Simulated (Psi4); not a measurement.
# P2H2 (phosphanylidenephosphane) at CCSD/6-31G (sweep point 3)

Aim: the energy change on altering one bond length of P2H2 (phosphanylidenephosphane) at CCSD/6-31G (sweep point 3), from 2 runs. 

Program for the calculation: Psi4 1.11.

## Step 1: The structure to begin with

P2H2 has 4 atoms, charge 0, and is taken as a singlet. As SMILES, `[H]/P=P/[H]`. Geometry: relaxed at GFN2-xTB.

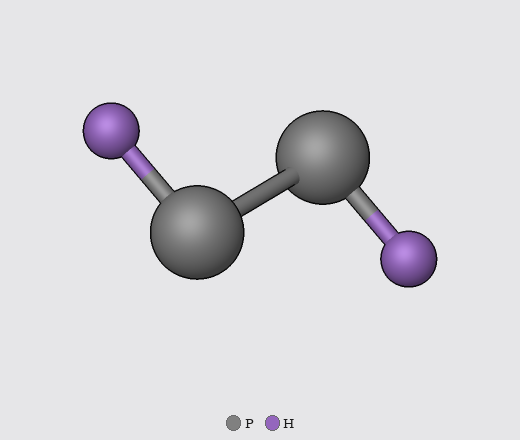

Viewed from a chosen angle; phosphorus grey, hydrogen purple.

## Step 2: The energy at CCSD/6-31G (sweep point 3)

calc.dat reads:

```
memory 1600 mb

molecule {
  0 1
  P     -0.024370    -1.003630     0.088350
  P      0.024420     1.003540    -0.088260
  H      1.037260    -1.067570     1.003320
  H     -1.037310     1.067660    -1.003410
  symmetry c1
}

set {
  basis           6-31G
  puream          true
  scf_type        pk
  num_frozen_docc 10
}

energy('ccsd')
print_variables()
```

On the command line:

```bash
$ psi4 calc.dat calc.out -n 1
```

calc.out:

```text
[...]
  Running in c1 symmetry.
[...]
  Nuclear repulsion =   76.759456495580409
[...]
  Multiplicity = 1
[...]
  Nalpha       = 16
  Nbeta        = 16
[...]
    Number of basis functions: 30
[...]
   @RHF iter   1:  -682.46376273619114   -3.47971e-01   4.14721e-03 DIIS/ADIIS
[...]
   @RHF iter   9:  -682.48126332306651   -8.29914e-12   9.21901e-09 DIIS
[...]
    Orbital Energies [Eh]
    ---------------------
    Doubly Occupied:
       1A    -79.966931     2A    -79.966891     3A     -7.530532
       4A     -7.530176     5A     -5.422928     6A     -5.422063
       7A     -5.419890     8A     -5.419859     9A     -5.419724
      10A     -5.419711    11A     -0.957498    12A     -0.744363
      13A     -0.496651    14A     -0.496389    15A     -0.365614
      16A     -0.364473
[...]
  @RHF Final Energy:  -682.48126332306651
   => Energetics <=
    Nuclear Repulsion Energy =             76.7594564955804088
    One-Electron Energy =               -1096.5940528881765204
    Two-Electron Energy =                 337.3533330695295831
    Total Energy =                       -682.4812633230665142
[...]
 Multipole Moments:
 ------------------------------------------------------------------------------------
     Multipole            Electronic (a.u.)      Nuclear  (a.u.)        Total (a.u.)
 ------------------------------------------------------------------------------------
 L = 1.  Multiply by 2.5417464519 to convert [e a0] to [Debye]
 Dipole X            :          0.0001546           -0.0000937            0.0000610
 Dipole Y            :         -0.0001985            0.0001686           -0.0000298
 Dipole Z            :          0.0002263           -0.0001686            0.0000577
 Magnitude           :                                                    0.0000891
[...]
      * MP2 total energy                      = -682.604983325956482
[...]
      * CCSD total energy                     = -682.628170586996703
[...]
```

Wall time 1.3 s (1 thread of Intel Xeon 6975P-C (Granite Rapids), shared host); peak memory 0.19 GiB.

## Step 3: The distorted shape

h2p2.in reads:

```
memory 1.6 GB

molecule geom {
  0 1
  P     -0.873643    -0.952480    -0.643599
  P     -0.824853     1.054690    -0.820209
  H      1.037260    -1.067570     1.003320
  H     -1.886583     1.118810    -1.735359
  units angstrom
  symmetry c1
}

set basis 6-31G
set puream true
set scf_type pk
set num_frozen_docc 10

e_tot, wfn = energy("ccsd", return_wfn=True)
```

On the command line:

```bash
$ psi4 -i h2p2.in -o h2p2.out -n 1
```

h2p2.out:

```text
[...]
  Running in c1 symmetry.
[...]
  Nuclear repulsion =   73.463398368637996
[...]
  Multiplicity = 1
[...]
  Nalpha       = 16
  Nbeta        = 16
[...]
    Number of basis functions: 30
[...]
   @RHF iter   1:  -682.33442868048269   -5.52304e-01   4.03173e-03 DIIS/ADIIS
[...]
   @RHF iter  12:  -682.35887080107295   -1.81899e-12   3.80913e-09 DIIS
[...]
    Orbital Energies [Eh]
    ---------------------
    Doubly Occupied:
       1A    -80.021457     2A    -79.982345     3A     -7.574082
       4A     -7.545895     5A     -5.465374     6A     -5.463142
       7A     -5.462746     8A     -5.437676     9A     -5.435271
      10A     -5.435065    11A     -0.958416    12A     -0.704229
      13A     -0.507789    14A     -0.415134    15A     -0.378535
      16A     -0.332844
[...]
  @RHF Final Energy:  -682.35887080107295
   => Energetics <=
    Nuclear Repulsion Energy =             73.4633983686379963
    One-Electron Energy =               -1089.4045402496985844
    Two-Electron Energy =                 333.5822710799877200
    Total Energy =                       -682.3588708010729533
[...]
 Multipole Moments:
 ------------------------------------------------------------------------------------
     Multipole            Electronic (a.u.)      Nuclear  (a.u.)        Total (a.u.)
 ------------------------------------------------------------------------------------
 L = 1.  Multiply by 2.5417464519 to convert [e a0] to [Debye]
 Dipole X            :         -1.3542999            0.7956082           -0.5586917
 Dipole Y            :          0.2566478           -0.0477549            0.2088929
 Dipole Z            :         -1.1861959            0.6856099           -0.5005859
 Magnitude           :                                                    0.7786905
[...]
      * MP2 total energy                      = -682.508618058519346
[...]
      * CCSD total energy                     = -682.550777767087993
[...]
```

Wall time 1.4 s (1 thread of Intel Xeon 6975P-C (Granite Rapids), shared host); peak memory 0.19 GiB.

## Step 4: Outcome

At CCSD/6-31G (sweep point 3), 10 core orbitals frozen:

```
                                                         quantity          value
                                        first shape: total energy  -682.62817 Eh
                 first shape: HOMO energy (Hartree–Fock orbitals)       -9.92 eV
                 first shape: LUMO energy (Hartree–Fock orbitals)       -0.14 eV
               first shape: HOMO–LUMO gap (Hartree–Fock orbitals)        9.77 eV
        first shape: correlation energy (10 core orbitals frozen)     -146.9 mEh
                                       first shape: T1 diagnostic          0.011
                                    distorted shape: total energy  -682.55078 Eh
             distorted shape: HOMO energy (Hartree–Fock orbitals)       -9.06 eV
             distorted shape: LUMO energy (Hartree–Fock orbitals)       -0.45 eV
           distorted shape: HOMO–LUMO gap (Hartree–Fock orbitals)        8.61 eV
    distorted shape: correlation energy (10 core orbitals frozen)     -191.9 mEh
                                   distorted shape: T1 diagnostic          0.023
energy change with the P1–H3 bond stretched from 1.403 to 2.525 Å       2.106 eV
```

In words: One bond (distorted shape) is far stretched, which a spin-restricted single reference describes badly; a broken-symmetry solution may lie lower. With the P1–H3 bond stretched from 1.403 to 2.525 Å the energy rises by 2.11 eV (203 kJ/mol). The first shape isn't relaxed at this level, so the change isn't measured from a minimum. A restricted reference can't describe the breaking bond well at this length. The T1 diagnostic (distorted shape) of 0.023 is above the customary mark for such species, so a single reference may not serve.
